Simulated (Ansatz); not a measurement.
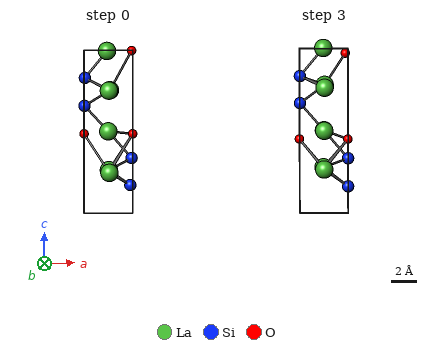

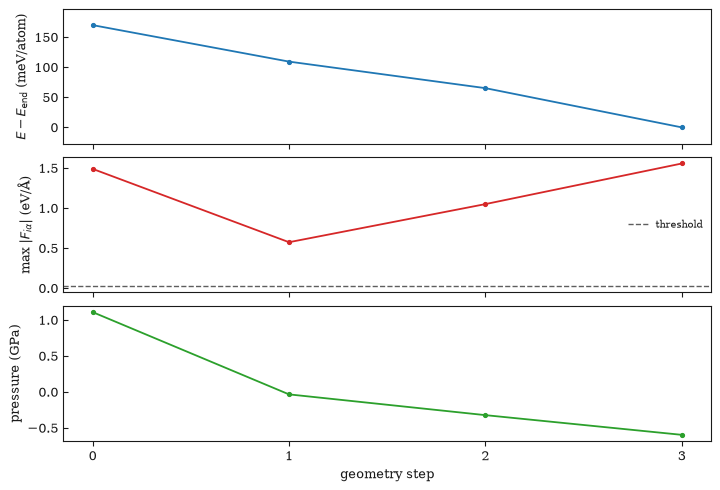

First and last geometry of a relaxation of crystalline La3Si2O (a generated structure, set up in P1) (coarse preliminary run), with the history of the run. A ball-and-stick model of the cell of the calculation, seen along the b axis.

Computed with DFT PBE, scalar-relativistic, plane waves, PAW in Ansatz 0.2.0. (plane-wave cutoff 420 eV; k-point mesh 6 × 4 × 2; occupations gaussian; smearing width 0.2 eV; no spin polarisation; cell and atoms relaxed; force threshold 0.025 eV/Å; at most 60 steps)

**What do the curves and the structures tell?**

The run was cut off at its time limit before the relaxation converged, so the last structure is only a point on the way. Over 3 geometry steps the energy falls by 170 meV per atom. Largest force component: 1.5 eV/Å at the start, 1.6 eV/Å at the end. Pressure: 1.11 GPa at the start and −0.60 GPa at the end. The largest move relative to the cell is that of an O atom, 0.51 Å along [0 1 −3]. Largest moves by element: O 0.51 Å, La 0.35 Å, Si 0.27 Å. Cell: a 3.993 → 3.976 Å (−0.4 %), b 7.676 → 7.745 Å (+0.9 %), c 13.412 → 13.530 Å (+0.9 %), α 90.7° → 90.0°, β 90.0° → 90.2°, γ 89.6° → 90.0°. Volume +1.4 %. Some distances before and after: La–O 4.097 → 3.465 Å, La–O 4.046 → 3.463 Å, La–O 4.254 → 3.736 Å, La–O 4.112 → 3.602 Å. Bond angles that change, for instance: La–Si–La 134.3° → 122.0°, La–Si–La 136.1° → 148.2°, La–Si–La 134.6° → 122.6°. The space group stays P1 (No. 1).
